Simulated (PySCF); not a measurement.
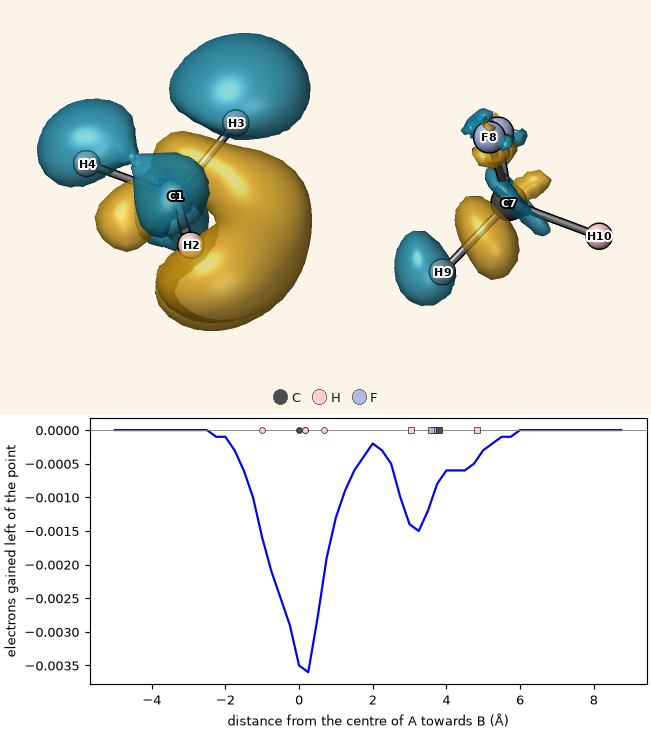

C2H6F2, SMILES `C.FCF`. Density of the complex less the densities of the two fragments at the same geometry, ±0.0008 e/Å³ (yellow: gain, teal: loss). Fragment A: H4C (atoms 1–5); fragment B: H2CF2. Below: the charge-displacement curve along the line of centres (A on the left).

Level of theory: CAM-B3LYP/def2-SVPD (PySCF), at a geometry from GFN2-xTB.

Q: Which way does charge flow?

A: Hirshfeld charges show almost no net transfer (under 0.005 e). 0.02 e is displaced in all, which induces a dipole of 0.09 D.

Q: What is the interaction energy, and which contacts carry it?

A: The counterpoise-corrected interaction energy of the frozen fragments is −0.2 kcal/mol without dispersion correction and −0.8 kcal/mol with D3(BJ). The pair geometry is semi-empirical, not a minimum at this level. Contacts: C1···H9, 3.16 Å, ρ = 0.003 a.u.; H3···F8, 3.11 Å, ρ = 0.002 a.u. The pose is a local one from a semi-empirical search, not shown to be the most stable.
